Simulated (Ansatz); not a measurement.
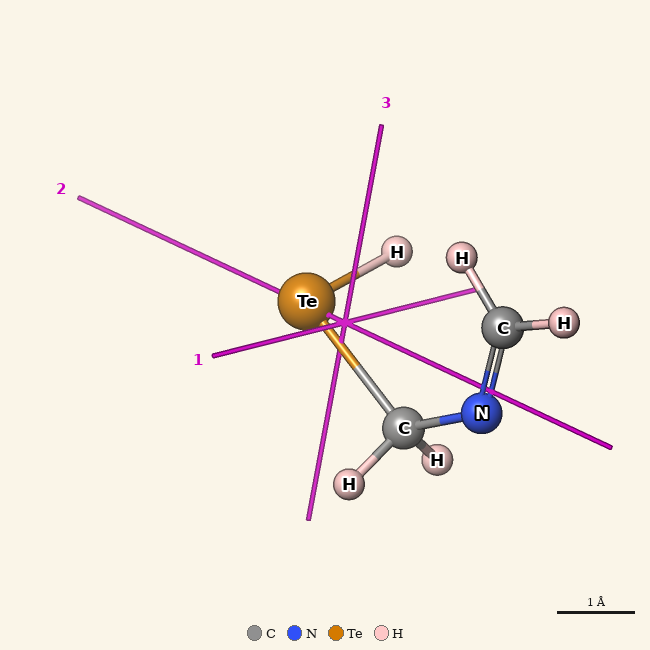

The three principal axes of inertia are drawn and numbered. Depth is shown by fading: the farther an atom, the more it takes the colour of the background. The computed structure is the end point of a PBE0-D4/def2-TZVP optimisation. No frequency run is at hand to confirm it as a minimum. Masses are those of the most abundant isotopes; constants are for the rigid equilibrium geometry.

Which line is the a axis (least moment of inertia), which b and which c?

a is line 2, b is line 3, c is line 1; the moments are 39.0, 265, 296 u Å².

What kind of rotor is it, and what are its rotational constants in GHz?

An asymmetric top (C1): A = 13.0, B = 1.90, C = 1.71 GHz. Ray's parameter κ is −0.96, close to the prolate limit.
